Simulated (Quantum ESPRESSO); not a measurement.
# Magnetic state of CoSn from several starts

Aim: find out which collinear order of CoSn costs least.

Method: PBEsol; plane waves with GBRV 1.5 PBEsol potentials, no spin-orbit coupling, in Quantum ESPRESSO 7.5.

## 1. The starting structure

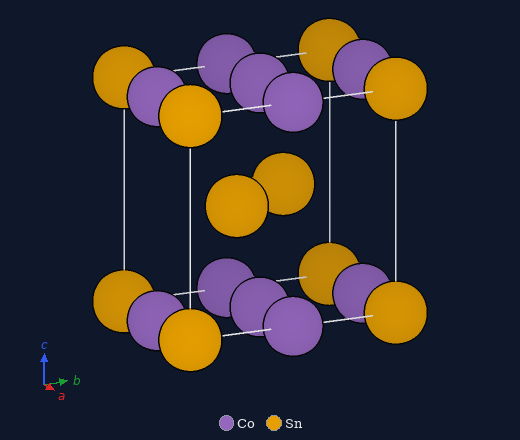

The starting structure, seen slightly off an axis (cobalt purple, tin orange). Some periodic images of atoms are drawn too.

Coordinates:

```cif
data_structure
_symmetry_space_group_name_H-M 'P 1'
_symmetry_Int_Tables_number 1
_cell_length_a 5.2460
_cell_length_b 5.2460
_cell_length_c 4.1876
_cell_angle_alpha 90.000
_cell_angle_beta 90.000
_cell_angle_gamma 120.000
_cell_volume 99.81
loop_
_atom_site_label
_atom_site_type_symbol
_atom_site_fract_x
_atom_site_fract_y
_atom_site_fract_z
_atom_site_occupancy
Co1 Co 0.00000 0.50000 0.00000 1
Co2 Co 0.50000 0.50000 0.00000 1
Co3 Co 0.50000 0.00000 0.00000 1
Sn4 Sn 0.66667 0.33333 0.50000 1
Sn5 Sn 0.33333 0.66667 0.50000 1
Sn6 Sn 0.00000 0.00000 0.00000 1
```

The cell comes from Materials Project 2023-11-01, a database of computed structures, and need not be the stable phase.

## 2. Start 1: ferro +++

The signs are those of the starting moments on the seeded atoms, the atoms that are given a moment.

Contents of pw.in:

```
&CONTROL
  calculation = 'scf'
  prefix = 'pwscf'
  outdir = './tmp'
  pseudo_dir = './pseudo'
  disk_io = 'nowf'
/
&SYSTEM
  ibrav = 0
  celldm(1) = 8
  nat = 6
  ntyp = 2
  ecutwfc = 40
  ecutrho = 280
  nbnd = 62
  occupations = 'smearing'
  smearing = 'fd'
  degauss = 0.00734986
  nspin = 2
  starting_magnetization(1) = 0.1176
  starting_magnetization(2) = 0
/
&ELECTRONS
  conv_thr = 1.2d-08
  electron_maxstep = 150
  mixing_beta = 0.3
/
ATOMIC_SPECIES
Co     58.9332 co_pbesol_v1.2.uspp.F.UPF
Sn    118.7100 sn_pbesol_v1.4.uspp.F.UPF
CELL_PARAMETERS alat
   1.2391973377520    0.0000000000000    0.0000000000000
  -0.6195986688760    1.0731763748025    0.0000000000000
   0.0000000000000    0.0000000000000    0.9891748486424
ATOMIC_POSITIONS crystal
Co      0.0000000000    0.5000000000    0.0000000000
Co      0.5000000000    0.5000000000    0.0000000000
Co      0.5000000000    0.0000000000    0.0000000000
Sn      0.6666666700    0.3333333300    0.5000000000
Sn      0.3333333300    0.6666666700    0.5000000000
Sn      0.0000000000    0.0000000000    0.0000000000
K_POINTS automatic
8 8 10 0 0 0
```

Launch:

```console
$ OMP_NUM_THREADS=1 mpirun -n 4 pw.x -nk 4 -in pw.in > pw.out
```

Log:

```text
Program PWSCF v.7.5 starts

     Message from routine setup:
     using ibrav=0 with symmetry is DISCOURAGED, use correct ibrav instead

     K-points division:     npool     =       4
     Subspace diagonalization in iterative solution of the eigenvalue problem:

     G-vector sticks info
     --------------------
     sticks:   dense  smooth     PW     G-vecs:    dense   smooth      PW
     Sum        1891    1069    313                53269    23023    3689

     Using Slab Decomposition

     bravais-lattice index     =            0
     lattice parameter (alat)  =       8.0000  a.u.
     unit-cell volume          =     673.5264 (a.u.)^3
     number of atoms/cell      =            6
     number of atomic types    =            2
     number of electrons       =        93.00
     number of Kohn-Sham states=           62
     kinetic-energy cutoff     =      40.0000  Ry
     charge density cutoff     =     280.0000  Ry
     scf convergence threshold =      1.2E-08
     mixing beta               =       0.3000
     number of iterations used =            8  plain     mixing
     Exchange-correlation= SLA  PW   PSX  PSC
                           (   1   4  10   8   0   0   0)

     celldm(1)=   8.000000  celldm(2)=   0.000000  celldm(3)=   0.000000
     celldm(4)=   0.000000  celldm(5)=   0.000000  celldm(6)=   0.000000

     crystal axes: (cart. coord. in units of alat)
               a(1) = (   1.239197   0.000000   0.000000 )
               a(2) = (  -0.619599   1.073176   0.000000 )
               a(3) = (   0.000000   0.000000   0.989175 )

     reciprocal axes: (cart. coord. in units 2 pi/alat)
               b(1) = (  0.806974  0.465907 -0.000000 )
               b(2) = (  0.000000  0.931813  0.000000 )
               b(3) = (  0.000000 -0.000000  1.010944 )

     PseudoPot. # 1 for Co read from file:
     co_pbesol_v1.2.uspp.F.UPF
     Pseudo is Ultrasoft + core correction, Zval = 17.0
     Generated by new atomic code, or converted to UPF format
     Using radial grid of  863 points,  6 beta functions with:
                l(1) =   0
                l(2) =   0
                l(3) =   1
                l(4) =   1
                l(5) =   2
                l(6) =   2
     Q(r) pseudized with  8 coefficients,  rinner =    1.200   1.200   1.200
                                                       1.200   1.200

     PseudoPot. # 2 for Sn read from file:
     sn_pbesol_v1.4.uspp.F.UPF
     Pseudo is Ultrasoft + core correction, Zval = 14.0
     Generated by new atomic code, or converted to UPF format
     Using radial grid of  891 points,  6 beta functions with:
                l(1) =   0
                l(2) =   0
                l(3) =   1
                l(4) =   1
                l(5) =   2
                l(6) =   2
     Q(r) pseudized with  8 coefficients,  rinner =    1.350   1.350   1.350
                                                       1.350   1.350

     atomic species   valence    mass     pseudopotential
     Co               17.00    58.93320     Co( 1.00)
     Sn               14.00   118.71000     Sn( 1.00)

     Starting magnetic structure
     atomic species   magnetization
     Co              0.118
     Sn              0.000

     24 Sym. Ops., with inversion, found

   Cartesian axes

     site n.     atom                  positions (alat units)
         1        Co     tau(   1) = (  -0.3097993   0.5365882   0.0000000  )
         2        Co     tau(   2) = (   0.3097993   0.5365882   0.0000000  )
         3        Co     tau(   3) = (   0.6195987   0.0000000   0.0000000  )
         4        Sn     tau(   4) = (   0.6195987   0.3577255   0.4945874  )
         5        Sn     tau(   5) = (  -0.0000000   0.7154509   0.4945874  )
         6        Sn     tau(   6) = (   0.0000000   0.0000000   0.0000000  )

     number of k points=    60  Fermi-Dirac smearing, width (Ry)=  0.0073
                       cart. coord. in units 2pi/alat
        k(    1) = (   0.0000000   0.0000000   0.0000000), wk =   0.0015625
        k(    2) = (   0.0000000   0.0000000   0.1010944), wk =   0.0031250
        k(    3) = (   0.0000000   0.0000000   0.2021887), wk =   0.0031250
        k(    4) = (   0.0000000   0.0000000   0.3032831), wk =   0.0031250
        k(    5) = (   0.0000000   0.0000000   0.4043774), wk =   0.0031250
        [... 55 further k-points ...]

     Dense  grid:    53269 G-vectors     FFT dimensions: (  54,  54,  45)

     Smooth grid:    23023 G-vectors     FFT dimensions: (  40,  40,  32)

     Check: negative core charge=   -0.000020
     Generating pointlists ...
     new r_m :   0.2518 (alat units)  2.0143 (a.u.) for type    1
     new r_m :   0.2518 (alat units)  2.0143 (a.u.) for type    2

     Initial potential from superposition of free atoms

     starting charge      86.9999, renormalised to      93.0000
     Starting wfcs are   66 randomized atomic wfcs

     Self-consistent Calculation

     iteration #  1     ecut=    40.00 Ry     beta= 0.30
     Davidson diagonalization with overlap
     ethr =  1.00E-02,  avg # of iterations =  6.9

     total energy              =   -1349.40504402 Ry
     estimated scf accuracy    <      68.41060684 Ry

     total magnetization       =     2.18 Bohr mag/cell
     absolute magnetization    =     2.34 Bohr mag/cell

     iteration #  2     ecut=    40.00 Ry     beta= 0.30
     Davidson diagonalization with overlap
     ethr =  1.00E-02,  avg # of iterations =  3.0

     total energy              =   -1369.71316371 Ry
     estimated scf accuracy    <      47.95551624 Ry

     total magnetization       =     0.27 Bohr mag/cell
     absolute magnetization    =     0.33 Bohr mag/cell

     iteration #  3     ecut=    40.00 Ry     beta= 0.30
     Davidson diagonalization with overlap
     ethr =  1.00E-02,  avg # of iterations =  2.0

     total energy              =   -1370.05762650 Ry
     estimated scf accuracy    <       6.50387240 Ry

     total magnetization       =     0.89 Bohr mag/cell
     absolute magnetization    =     1.23 Bohr mag/cell

     [... further iterations left out ...]

     iteration # 16     ecut=    40.00 Ry     beta= 0.30
     Davidson diagonalization with overlap
     ethr =  2.61E-09,  avg # of iterations =  2.0

     total energy              =   -1371.60666099 Ry
     estimated scf accuracy    <       0.00000162 Ry

     total magnetization       =     0.00 Bohr mag/cell
     absolute magnetization    =     0.00 Bohr mag/cell

     iteration # 17     ecut=    40.00 Ry     beta= 0.30
     Davidson diagonalization with overlap
     ethr =  1.74E-09,  avg # of iterations =  1.8

     total energy              =   -1371.60666121 Ry
     estimated scf accuracy    <       0.00000017 Ry

     total magnetization       =     0.00 Bohr mag/cell
     absolute magnetization    =     0.00 Bohr mag/cell

     iteration # 18     ecut=    40.00 Ry     beta= 0.30
     Davidson diagonalization with overlap
     ethr =  1.80E-10,  avg # of iterations =  2.0

     total energy              =   -1371.60666126 Ry
     estimated scf accuracy    <       0.00000002 Ry

     total magnetization       =    -0.00 Bohr mag/cell
     absolute magnetization    =     0.00 Bohr mag/cell

     iteration # 19     ecut=    40.00 Ry     beta= 0.30
     Davidson diagonalization with overlap
     ethr =  2.27E-11,  avg # of iterations =  2.2

     Magnetic moment per site  (integrated on atomic sphere of radius R)
     atom   1 (R=0.252)  charge= 15.9158  magn=  0.0001
     atom   2 (R=0.252)  charge= 15.9158  magn=  0.0001
     atom   3 (R=0.252)  charge= 15.9158  magn=  0.0001
     atom   4 (R=0.252)  charge= 11.2399  magn= -0.0000
     atom   5 (R=0.252)  charge= 11.2399  magn= -0.0000
     atom   6 (R=0.252)  charge= 11.1765  magn= -0.0000

     End of self-consistent calculation

     Number of k-points >= 100: set verbosity='high' to print the bands.

     the Fermi energy is    14.9758 ev

!    total energy              =   -1371.60666127 Ry
     estimated scf accuracy    <          1.6E-09 Ry
     smearing contrib. (-TS)   =      -0.00967119 Ry
     internal energy E=F+TS    =   -1371.59699008 Ry

     The total energy is F=E-TS. E is the sum of the following terms:
     one-electron contribution =    -792.86845263 Ry
     hartree contribution      =     460.98712244 Ry
     xc contribution           =    -225.24511841 Ry
     ewald contribution        =    -814.47054149 Ry

     total magnetization       =     0.00 Bohr mag/cell
     absolute magnetization    =     0.00 Bohr mag/cell

     convergence has been achieved in  19 iterations

=------------------------------------------------------------------------------=
   JOB DONE.
=------------------------------------------------------------------------------=
```

It took 3.6 min on 4 MPI ranks of Intel Xeon at 2.70GHz, shared host; peak memory 0.77 GiB.

Spin moment in the atom's sphere by atom:

```csv
atom,spin moment in the atom's sphere (μB)
Co1,0.0001
Co2,0.0001
Co3,0.0001
Sn4,0.0000
Sn5,0.0000
Sn6,0.0000
```

This step gave:

* smearing term TS: 0.1316 eV
* magnetization: 0 μB
* absolute magnetization: 0 μB
* final state: non-magnetic

## 3. Run 2, typed as antiferro q=(0,0,1/2) +−+−+−

This order needs a doubled cell of 12 atoms. The wavevector q is in fractions of the reciprocal vectors of the crystal's primitive cell, as the cells of these inputs are built from it; moments change sign between cells as cos(2π q·R).

Contents of pw.in:

```
&CONTROL
  calculation = 'scf'
  prefix = 'pwscf'
  outdir = './tmp'
  pseudo_dir = './pseudo'
  disk_io = 'nowf'
/
&SYSTEM
  ibrav = 0
  celldm(1) = 8
  nat = 12
  ntyp = 3
  ecutwfc = 40
  ecutrho = 280
  nbnd = 113
  occupations = 'smearing'
  smearing = 'fd'
  degauss = 0.00734986
  nspin = 2
  starting_magnetization(1) = 0.1176
  starting_magnetization(2) = -0.1176
  starting_magnetization(3) = 0
/
&ELECTRONS
  conv_thr = 2.4d-08
  electron_maxstep = 150
  mixing_beta = 0.3
/
ATOMIC_SPECIES
Co1    58.9332 co_pbesol_v1.2.uspp.F.UPF
Co2    58.9332 co_pbesol_v1.2.uspp.F.UPF
Sn    118.7100 sn_pbesol_v1.4.uspp.F.UPF
CELL_PARAMETERS alat
   1.2391973377520    0.0000000000000    0.0000000000000
  -0.6195986688760    1.0731763748025    0.0000000000000
   0.0000000000000    0.0000000000000    1.9783496972849
ATOMIC_POSITIONS crystal
Co1     0.0000000000    0.5000000000    0.0000000000
Co2     0.0000000000    0.5000000000    0.5000000000
Co1     0.5000000000    0.5000000000    0.0000000000
Co2     0.5000000000    0.5000000000    0.5000000000
Co1     0.5000000000    0.0000000000    0.0000000000
Co2     0.5000000000    0.0000000000    0.5000000000
Sn      0.6666666700    0.3333333300    0.2500000000
Sn      0.6666666700    0.3333333300    0.7500000000
Sn      0.3333333300    0.6666666700    0.2500000000
Sn      0.3333333300    0.6666666700    0.7500000000
Sn      0.0000000000    0.0000000000    0.0000000000
Sn      0.0000000000    0.0000000000    0.5000000000
K_POINTS automatic
8 8 5 0 0 0
```

Log:

```text
[banner, memory and clock lines left out]
Program PWSCF v.7.5 starts

     Message from routine setup:
     using ibrav=0 with symmetry is DISCOURAGED, use correct ibrav instead

     bravais-lattice index     =            0
     lattice parameter (alat)  =       8.0000  a.u.
     unit-cell volume          =    1347.0527 (a.u.)^3
     number of atoms/cell      =           12
     number of atomic types    =            3
     number of electrons       =       186.00
     number of Kohn-Sham states=          113
     kinetic-energy cutoff     =      40.0000  Ry
     charge density cutoff     =     280.0000  Ry
     scf convergence threshold =      2.4E-08
     mixing beta               =       0.3000
     number of iterations used =            8  plain     mixing
     Exchange-correlation= SLA  PW   PSX  PSC
                           (   1   4  10   8   0   0   0)

     celldm(1)=   8.000000  celldm(2)=   0.000000  celldm(3)=   0.000000
     celldm(4)=   0.000000  celldm(5)=   0.000000  celldm(6)=   0.000000

     crystal axes: (cart. coord. in units of alat)
               a(1) = (   1.239197   0.000000   0.000000 )
               a(2) = (  -0.619599   1.073176   0.000000 )
               a(3) = (   0.000000   0.000000   1.978350 )

     reciprocal axes: (cart. coord. in units 2 pi/alat)
               b(1) = (  0.806974  0.465907 -0.000000 )
               b(2) = (  0.000000  0.931813  0.000000 )
               b(3) = (  0.000000 -0.000000  0.505472 )

     PseudoPot. # 1 for Co read from file:
     co_pbesol_v1.2.uspp.F.UPF
     Pseudo is Ultrasoft + core correction, Zval = 17.0

     PseudoPot. # 2 for Co read from file:
     co_pbesol_v1.2.uspp.F.UPF
     Pseudo is Ultrasoft + core correction, Zval = 17.0

     PseudoPot. # 3 for Sn read from file:
     sn_pbesol_v1.4.uspp.F.UPF
     Pseudo is Ultrasoft + core correction, Zval = 14.0

     atomic species   valence    mass     pseudopotential
     Co1              17.00    58.93320     Co( 1.00)
     Co2              17.00    58.93320     Co( 1.00)
     Sn               14.00   118.71000     Sn( 1.00)

     Starting magnetic structure
     atomic species   magnetization
     Co1             0.118
     Co2            -0.118
     Sn              0.000

     24 Sym. Ops., with inversion, found

   Cartesian axes

     site n.     atom                  positions (alat units)
         1        Co1    tau(   1) = (  -0.3097993   0.5365882   0.0000000  )
         2        Co2    tau(   2) = (  -0.3097993   0.5365882   0.9891748  )
         3        Co1    tau(   3) = (   0.3097993   0.5365882   0.0000000  )
         4        Co2    tau(   4) = (   0.3097993   0.5365882   0.9891748  )
         5        Co1    tau(   5) = (   0.6195987   0.0000000   0.0000000  )
         6        Co2    tau(   6) = (   0.6195987   0.0000000   0.9891748  )
         7        Sn     tau(   7) = (   0.6195987   0.3577255   0.4945874  )
         8        Sn     tau(   8) = (   0.6195987   0.3577255   1.4837623  )
         9        Sn     tau(   9) = (  -0.0000000   0.7154509   0.4945874  )
        10        Sn     tau(  10) = (  -0.0000000   0.7154509   1.4837623  )
        11        Sn     tau(  11) = (   0.0000000   0.0000000   0.0000000  )
        12        Sn     tau(  12) = (   0.0000000   0.0000000   0.9891748  )

     number of k points=    30  Fermi-Dirac smearing, width (Ry)=  0.0073
                       cart. coord. in units 2pi/alat
        k(    1) = (   0.0000000   0.0000000   0.0000000), wk =   0.0031250
        k(    2) = (   0.0000000   0.0000000   0.1010944), wk =   0.0062500
        k(    3) = (   0.0000000   0.0000000   0.2021887), wk =   0.0062500
        k(    4) = (   0.0000000   0.1164767   0.0000000), wk =   0.0187500
        k(    5) = (   0.0000000   0.1164767   0.1010944), wk =   0.0375000
        [... 25 further k-points ...]

     Dense  grid:   106615 G-vectors     FFT dimensions: (  54,  54,  90)

     Smooth grid:    46011 G-vectors     FFT dimensions: (  40,  40,  64)

     Check: negative core charge=   -0.000020
     Generating pointlists ...
     new r_m :   0.2518 (alat units)  2.0143 (a.u.) for type    1
     new r_m :   0.2518 (alat units)  2.0143 (a.u.) for type    2
     new r_m :   0.2518 (alat units)  2.0143 (a.u.) for type    3

     Initial potential from superposition of free atoms

     starting charge     173.9997, renormalised to     186.0000
     Starting wfcs are  132 randomized atomic wfcs

     Self-consistent Calculation

     iteration #  1     ecut=    40.00 Ry     beta= 0.30
     Davidson diagonalization with overlap
     ethr =  1.00E-02,  avg # of iterations =  5.7

     total energy              =   -2700.18332531 Ry
     estimated scf accuracy    <     133.68360841 Ry

     total magnetization       =     0.01 Bohr mag/cell
     absolute magnetization    =     5.05 Bohr mag/cell

     iteration #  2     ecut=    40.00 Ry     beta= 0.30
     Davidson diagonalization with overlap
     ethr =  1.00E-02,  avg # of iterations =  3.3

     total energy              =   -2739.12344215 Ry
     estimated scf accuracy    <      94.82920090 Ry

     total magnetization       =     0.00 Bohr mag/cell
     absolute magnetization    =     0.74 Bohr mag/cell

     [... further iterations left out ...]

     iteration # 19     ecut=    40.00 Ry     beta= 0.30
     Davidson diagonalization with overlap
     ethr =  1.68E-10,  avg # of iterations =  2.0

     total energy              =   -2743.21332249 Ry
     estimated scf accuracy    <       0.00000011 Ry

     total magnetization       =    -0.00 Bohr mag/cell
     absolute magnetization    =     0.00 Bohr mag/cell

     iteration # 20     ecut=    40.00 Ry     beta= 0.30
     Davidson diagonalization with overlap
     ethr =  5.94E-11,  avg # of iterations =  1.9

     Magnetic moment per site  (integrated on atomic sphere of radius R)
     atom   1 (R=0.252)  charge= 15.9158  magn= -0.0004
     atom   2 (R=0.252)  charge= 15.9158  magn= -0.0005
     atom   3 (R=0.252)  charge= 15.9158  magn= -0.0004
     atom   4 (R=0.252)  charge= 15.9158  magn= -0.0005
     atom   5 (R=0.252)  charge= 15.9158  magn= -0.0004
     atom   6 (R=0.252)  charge= 15.9158  magn= -0.0005
     atom   7 (R=0.252)  charge= 11.2399  magn=  0.0000
     atom   8 (R=0.252)  charge= 11.2399  magn=  0.0000
     atom   9 (R=0.252)  charge= 11.2399  magn=  0.0000
     atom  10 (R=0.252)  charge= 11.2399  magn=  0.0000
     atom  11 (R=0.252)  charge= 11.1765  magn=  0.0000
     atom  12 (R=0.252)  charge= 11.1765  magn=  0.0000

     End of self-consistent calculation

     [... lines left out ...]
     the Fermi energy is    14.9758 ev

!    total energy              =   -2743.21332252 Ry
     estimated scf accuracy    <       0.00000002 Ry
     smearing contrib. (-TS)   =      -0.01934217 Ry
     internal energy E=F+TS    =   -2743.19398035 Ry

     The total energy is F=E-TS. E is the sum of the following terms:
     one-electron contribution =   -1585.73755844 Ry
     hartree contribution      =     921.97490000 Ry
     xc contribution           =    -450.49023895 Ry
     ewald contribution        =   -1628.94108296 Ry

     total magnetization       =    -0.00 Bohr mag/cell
     absolute magnetization    =     0.00 Bohr mag/cell

     convergence has been achieved in  20 iterations
```

The job ended after 10 min (4 MPI ranks; peak memory 1.5 GiB; 41 min of CPU time).

Spin moment in the atom's sphere by atom:

```csv
atom,spin moment in the atom's sphere (μB)
Co1,-0.0004
Co2,-0.0005
Co3,-0.0004
Co4,-0.0005
Co5,-0.0004
Co6,-0.0005
Sn7,0.0000
Sn8,0.0000
Sn9,0.0000
Sn10,0.0000
Sn11,0.0000
Sn12,0.0000
```

This step gave:

```yaml
smearing_term_ts: 0.2632 eV
magnetization: 0 μB
absolute_magnetization: 0 μB
final_state: non-magnetic
```

## 4. Energies of the orders

An order is kept where moments of 0.15 μB or more survive with the typed signs; meshes match where a doubled cell samples the same k points as the first cell.

Orders:

```csv
start,final state,typed order kept,energy over the lowest (meV a seeded atom),largest site moment (μB),net moment (μB a cell of the first run),mesh matched,CPU time (s)
ferro +++,non-magnetic,no,0,0,0,yes,855.8
"antiferro q=(0,0,1/2) +-+-+-",non-magnetic,no,0,5.47e-4,0.001088,yes,2473
```

## 5. What came out

```
lowest state found  : non-magnetic (from ferro +++ and antiferro q=(0,0,1/2) +-+-+-)
largest site moment : 0 μB
```

What this shows: The lowest state carries no moment, and no start kept one. This is the lowest of 2 collinear or spinless starts, no proof of the ground state. Energies are free energies at an electronic temperature of 1160 K, which lowers moments and differences where the moments are itinerant.

[Logs and program files are shortened in this print: banners, set-up blocks, solver, clock and traceback lines can be left out without a mark of their own.]

[Logs are printed without paths, hosts, clocks, repeated set-up lines and the standing remarks that a program may print on its own settings, such as how far it seeks lower states.]

[Hosts, paths, dates, database ids (printed as entryN), source tags and the programs' standing remarks are cut or masked in the printed files.]

[Where a cell is said to come from a database of computed structures, the database is the Materials Project.]
